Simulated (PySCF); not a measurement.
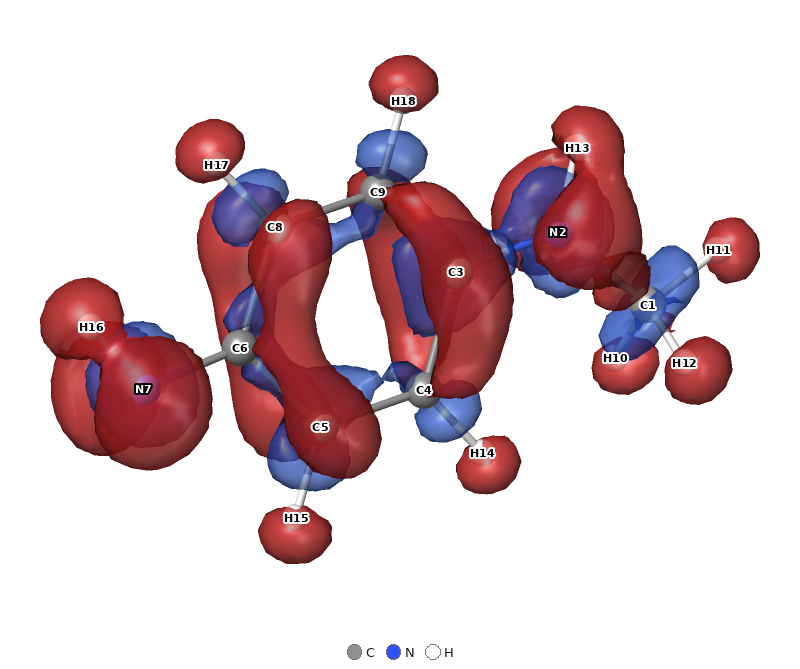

Figure. C7H9N2, doublet, SMILES `CNc1ccc([NH])cc1`. Fukui function f⁻ = ρ(N) − ρ(N−1) at fixed geometry, surfaces at ±0.02 e/Å³ (red positive, blue negative).

Method: B3LYP/def2-SVP; geometry: GFN2-xTB; program: PySCF. No frequency check shows the geometry to be a minimum. GFN2-xTB doesn't know the spin state, so this open-shell geometry is rough.

Coordinates in Å:

```
C1       3.2173   -0.4893    0.0430
N2       2.1997    0.5216   -0.0583
C3       0.8604    0.2766   -0.0185
C4       0.3305   -1.0289   -0.0217
C5      -1.0171   -1.2359   -0.0097
C6      -1.9496   -0.1500    0.0054
N7      -3.2232   -0.4282    0.0140
C8      -1.3837    1.1697    0.0102
C9      -0.0357    1.3655   -0.0015
H10      3.1107   -1.2167   -0.7648
H11      4.1945   -0.0201   -0.0437
H12      3.1680   -1.0228    0.9988
H13      2.4840    1.4796    0.0662
H14      1.0005   -1.8748   -0.0299
H15     -1.4270   -2.2332   -0.0102
H16     -3.8126    0.4029    0.0241
H17     -2.0572    2.0164    0.0244
H18      0.3710    2.3691    0.0025
```

> Which atoms respond most to the removal of an electron?

f⁻ (Hirshfeld-condensed) is largest on N7 (0.15), N2 (0.09) and C3 (0.08); the vertical ionisation energy is 6.44 eV (to the singlet cation, which needn't be its lowest state). Condensed values hint at sites of electrophilic attack but needn't mark the atom that reacts. Orbital relaxation makes it negative in places (0.23 e in all).

| atom | f⁻ | charge |
| --- | --- | --- |
| C1 | +0.02 | −0.04 |
| N2 | +0.09 | −0.08 |
| C3 | +0.08 | +0.06 |
| C4 | +0.05 | −0.07 |
| C5 | +0.08 | −0.04 |
| C6 | +0.06 | +0.04 |
| N7 | +0.15 | −0.24 |
| C8 | +0.07 | −0.05 |
| C9 | +0.05 | −0.07 |
| H10 | +0.03 | +0.04 |
| H11 | +0.03 | +0.05 |
| H12 | +0.03 | +0.04 |
| H13 | +0.04 | +0.13 |
| H14 | +0.03 | +0.04 |
| H15 | +0.04 | +0.04 |
| H16 | +0.06 | +0.09 |
| H17 | +0.04 | +0.04 |
| H18 | +0.04 | +0.04 |

Cost of the run: 3.1 min on 1 thread of AMD EPYC (Zen 3), on a shared host, peak memory 0.92 GiB.
